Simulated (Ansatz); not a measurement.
Single-point calculation of C4H9FO

The run: single-point calculation of C4H9FO. Method and program: RKS PBE0-D4/def2-TZVPP (Ansatz 0.2.0).

The geometry comes from this level: PBE0-D4/def2-TZVP.

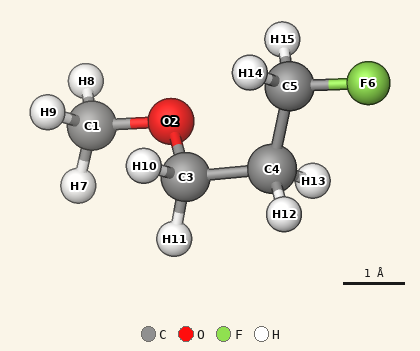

The structure (ball-and-stick view, seen at a tilt; atoms are numbered from 1 in the order of the input). Bond lengths as drawn: C–C 1.51 Å, C–F 1.39 Å, C–H 1.09 to 1.10 Å and C–O 1.40 Å.

## Key numbers

- outcome: converged
- total energy: −9052.2350 eV
- mean-field energy: −9052.0265 eV
- dispersion energy: −0.2085 eV
- SCF solution under orbital rotations: stable
- HOMO: −7.65 eV
- LUMO: 1.12 eV
- hardware: 8 threads of Arm Neoverse V2, 23 GiB of memory available, shared host
- wall time: 1.9 s (CPU time 13 s)
- peak memory: 0.84 GiB

## The input
```yaml
crystal:
  periodic: [false, false, false]
  atoms:
    - {symbol: C, position_ang: [0.372771, -2.313702, 0.059768]}
    - {symbol: O, position_ang: [-0.296490, -1.084212, 0.066239]}
    - {symbol: C, position_ang: [0.436713, -0.070172, -0.571700]}
    - {symbol: C, position_ang: [-0.355379, 1.215527, -0.528302]}
    - {symbol: C, position_ang: [-0.603492, 1.683852, 0.884273]}
    - {symbol: F, position_ang: [-1.278424, 2.893590, 0.866652]}
    - {symbol: H, position_ang: [0.562889, -2.662837, -0.964911]}
    - {symbol: H, position_ang: [-0.262872, -3.038940, 0.567883]}
    - {symbol: H, position_ang: [1.335128, -2.252114, 0.587165]}
    - {symbol: H, position_ang: [1.411247, 0.060351, -0.072230]}
    - {symbol: H, position_ang: [0.644390, -0.349888, -1.615523]}
    - {symbol: H, position_ang: [0.195986, 1.989246, -1.070859]}
    - {symbol: H, position_ang: [-1.312446, 1.073100, -1.037693]}
    - {symbol: H, position_ang: [0.340079, 1.838507, 1.419310]}
    - {symbol: H, position_ang: [-1.211899, 0.966989, 1.439428]}
basis:
  gaussian: {orbitals: def2-TZVPP}
hamiltonian: {xc: pbe0, dispersion: d4}
output: {orbitals: {seedname: orbitals}}
```

Launch command:
```bash
ansatz run in.yaml --threads 8 --pin off --events-out ev --progress --plain --max-ram 18278MiB
```

## Output
```
Functional definition: PBE0
  name "PBE0"
  cite "Adamo & Barone, J. Chem. Phys. 110, 6158 (1999) doi:10.1063/1.478522"
  cite "Perdew, Burke & Ernzerhof, Phys. Rev. Lett. 77, 3865 (1996) doi:10.1103/PhysRevLett.77.3865"
  parent pbe
  parameter a = 0.25
  parameter kappa = 0.804
  parameter beta = 0.06672455060314922
  exchange = (1 - a)*pbe_x(kappa = kappa, mu = beta*pi^2/3) + a*exact_x
  correlation = pbe_c(beta = beta)
1558 factors; their error is unknown
mean field evaluation 1: about -9044.1463 eV, gradient 6.0e1 eV
mean field evaluation 2: about -9041.7706 eV, gradient 6.8e1 eV
mean field evaluation 4: about -9052.0092 eV, gradient 3.8e0 eV
mean field evaluation 8: about -9052.0349 eV, gradient 4.4e-2 eV
mean field evaluation 16: about -9052.0265 eV, gradient 1.2e-4 eV
mean field -9052.02645736 eV, -332.6558366242 hartree, gradient 3.1e-5 eV, S^2 0.000000; 0 other end points of the search recorded, 0 dependent functions left out
reference -9052.02649272 eV, -332.6558379235 hartree; 25, 25 occupied and 287, 287 virtual orbitals, 1558 factors
Total energy: -9052.23503229 eV, -332.6635016113 hartree
```

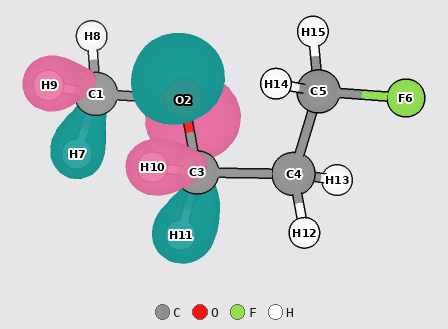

One frontier orbital at ±0.2 Å⁻³ᐟ² (teal and pink are the two phases), seen at a tilt. The HOMO, at −7.65 eV.

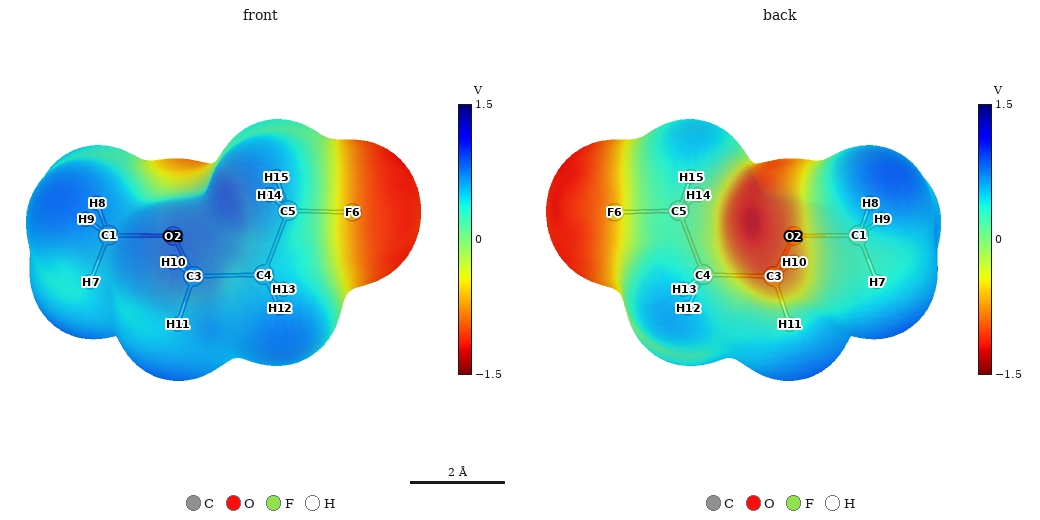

The electrostatic potential painted on the density surface at 0.002 e/bohr³, seen at a tilt and from behind; red is negative and blue positive. A positive charge is drawn to the negative regions and a negative charge to the positive ones.

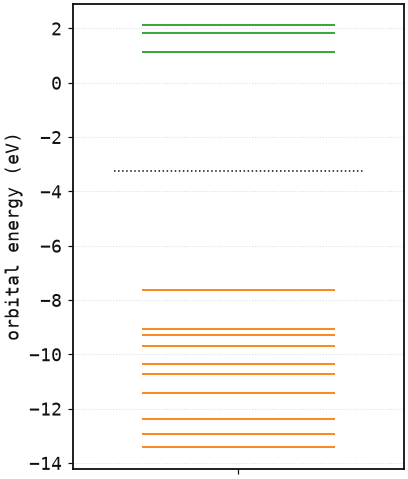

Orbital energies near the frontier; the dotted line parts filled from empty levels, and levels within 0.02 eV of each other stand side by side. Highest filled −7.65 eV, lowest empty 1.12 eV, 8.77 eV apart.
